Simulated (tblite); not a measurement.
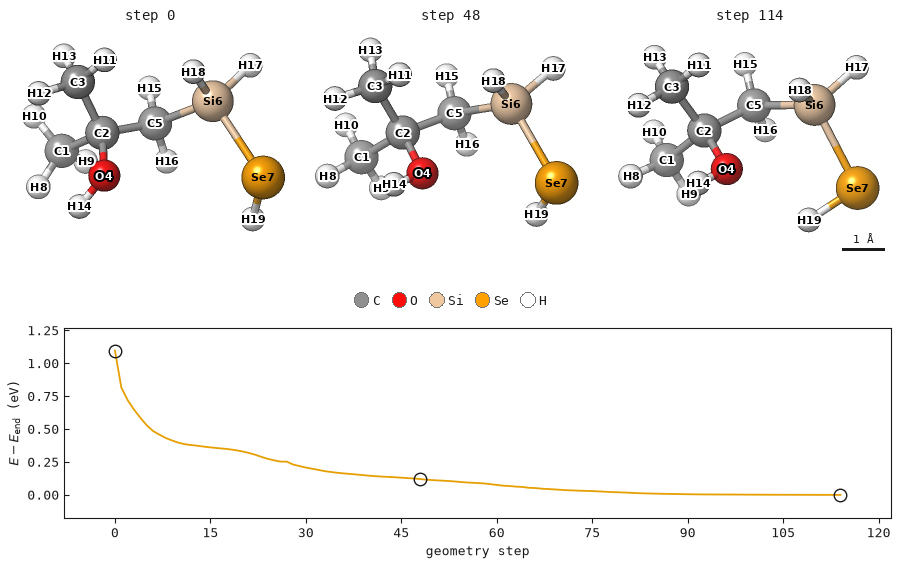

Frames of a relaxation of C4H12OSeSi, marked on the history of the run. Style: ball-and-stick. Shown at a tilt.

The calculation used GFN2-xTB geometry optimisation, gas phase in tblite 0.8.0. 

**What happens along the run?**

After 114 geometry steps the energy has fallen by 1.097 eV. The largest move after the best rigid fit is that of H19, 1.23 Å. By element the largest moves are H 1.23 Å, Se 0.66 Å, O 0.60 Å, C 0.47 Å, Si 0.11 Å. Among the contacts that change: O4–Si6 3.253 → 2.680 Å, Se7–H19 1.550 → 1.426 Å, C5–Si6 1.856 → 1.905 Å, C2–C5 1.482 → 1.527 Å. Bond angles that change, for instance: Si6–Se7–H19 105.4° → 95.7°, O4–C2–C5 113.5° → 104.5°, Si6–C5–H15 104.1° → 111.5°. Groups turn about Si6–Se7 by about 70°, C2–O4 by about 65°, C1–C2 by about 50°. Cost: 0.81 s on 1 thread of Arm Neoverse V2, on a shared host. From step 0 to 48: H14 moves most (0.92 Å), energy −0.977 eV. From step 48 to 114: H19 moves most (0.90 Å), energy −0.120 eV.
